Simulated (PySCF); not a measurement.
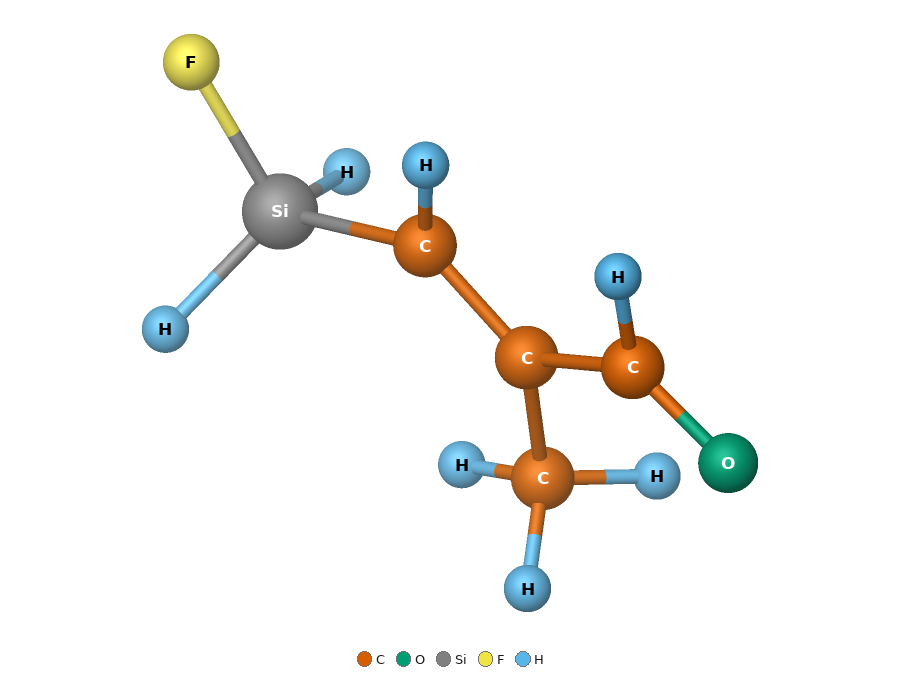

Ball-and-stick drawing of a structure.

Computed geometry: GFN2-xTB optimisation. No frequency run is at hand to confirm it as a minimum.

Identify the structure.

It has 14 atoms: 4 carbon, 7 hydrogen, 1 fluorine, 1 oxygen and 1 silicon (C4H7FOSi). SMILES: `C/C(C=O)=C\[SiH2]F`. It has no ring. Among its groups: aldehyde, alkene, Si–H bond. The point group is Cs. Coordination: 1 C tetrahedral; 3 C trigonal planar; 1 Si tetrahedral.

The parts below concern this one geometry. Atoms keep their numbers from picture to picture.

**Charges**

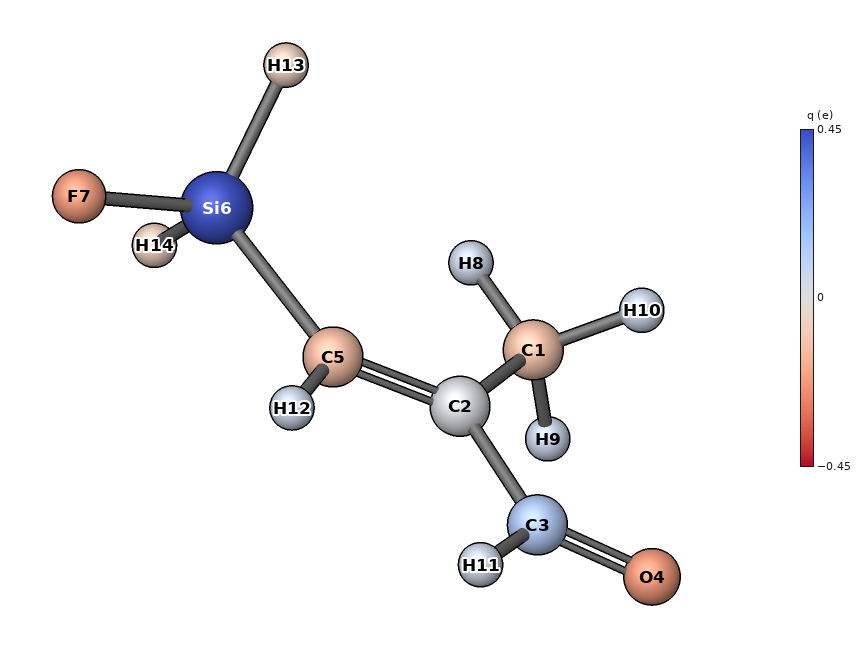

Atoms are coloured by their Hirshfeld charges. No frequency run is at hand to confirm it as a minimum. Method: PBE0/pcSseg-1, gas phase (PySCF 2.14.0).

List the Hirshfeld charges.

```json
{"atom": "C1", "value (e)": "−0.12"}
{"atom": "C2", "value (e)": "0.01"}
{"atom": "C3", "value (e)": "0.12"}
{"atom": "O4", "value (e)": "−0.22"}
{"atom": "C5", "value (e)": "−0.13"}
{"atom": "Si6", "value (e)": "0.43"}
{"atom": "F7", "value (e)": "−0.21"}
{"atom": "H8", "value (e)": "0.05"}
{"atom": "H9", "value (e)": "0.05"}
{"atom": "H10", "value (e)": "0.05"}
{"atom": "H11", "value (e)": "0.04"}
{"atom": "H12", "value (e)": "0.05"}
{"atom": "H13", "value (e)": "−0.07"}
{"atom": "H14", "value (e)": "−0.07"}
```

**Polarisability**

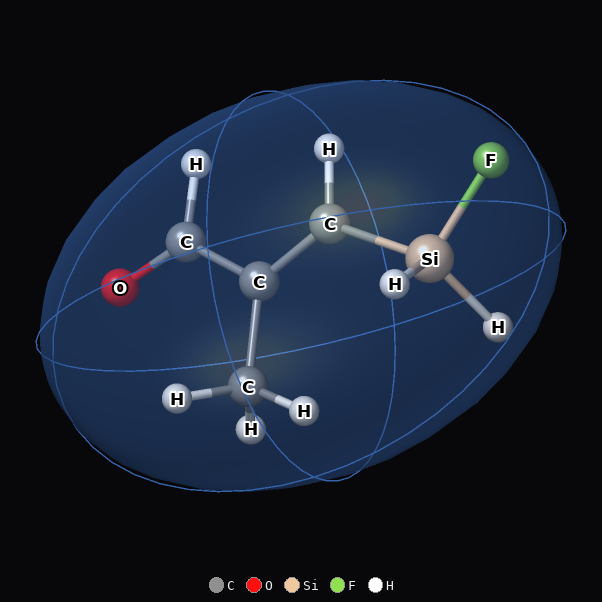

The ellipsoid shows the static dipole polarisability: its half-axes are proportional to the principal values. No frequency run is at hand to confirm it as a minimum. Level of theory: ωB97X-D/def2-SVPD (PySCF 2.14.0).

> Give the principal values, the mean and the anisotropy.

Principal values 56.5, 71.6, 107.1 bohr³; mean 78.4 bohr³ (11.62 Å³); anisotropy 45.0 bohr³, so the longest axis is 1.90 times the shortest.

**Excitation**

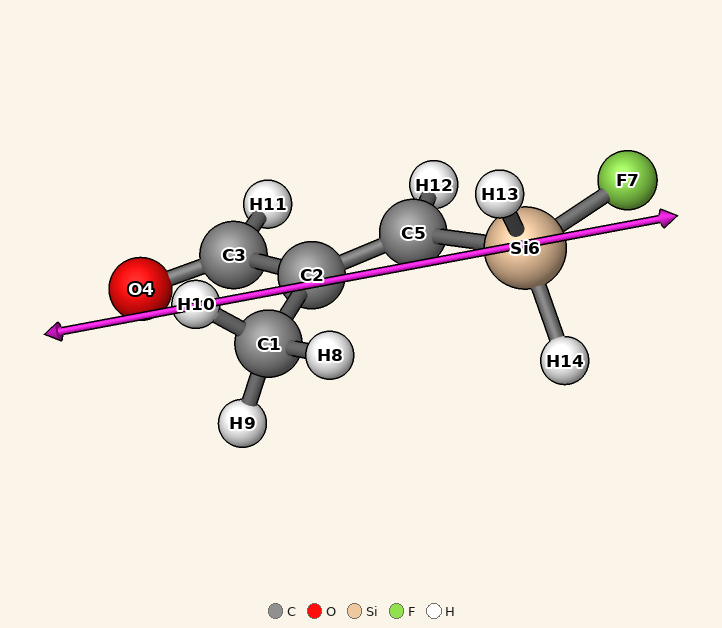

The double arrow shows the direction of the transition dipole to excited singlet state 2 (its length means nothing). No frequency run is at hand to confirm it as a minimum. Level of theory: TDDFT ωB97X-D/def2-SVPD, vertical, gas phase, core orbitals frozen in the response (PySCF 2.14.0).

> How is the transition polarised?

Close to the long direction O4···F7.

> Where does the transition lie, and how strong is it?

5.79 eV (214 nm), oscillator strength 0.47, mainly HOMO−1 → LUMO (weight 0.96); transition dipole 4.61 D.

**NMR shielding**

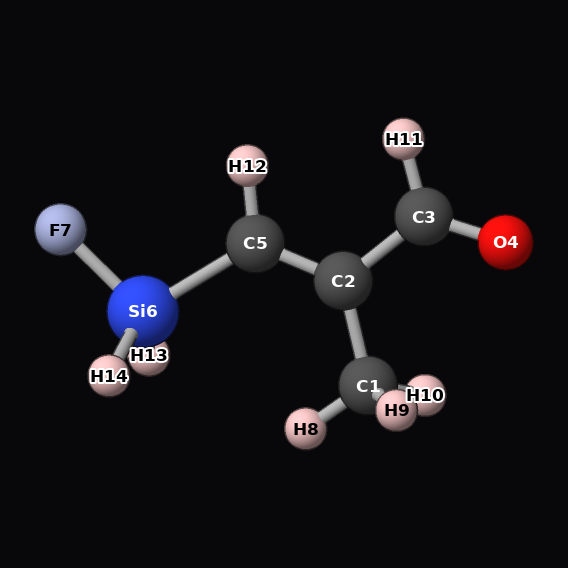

No frequency run is at hand to confirm it as a minimum. Method: GIAO PBE0/pcSseg-1 NMR shielding, non-relativistic, gas phase (PySCF 2.14.0). Principal shieldings σ11 ≤ σ22 ≤ σ33, span Ω = σ33 − σ11, skew κ = 3(σiso − σ22)/Ω.

Give the shielding tensors of the Si atoms.

```
atom    σ11    σ22    σ33   σiso      Ω     κ
 Si6  312.4  326.1  427.3  355.3  114.9  0.76
```

Shieldings and span in ppm.

The geometry is semi-empirical. Around Si such bond lengths and angles can be off by a tenth of an ångström or more and by several degrees, and values that hang on the shape move with them.
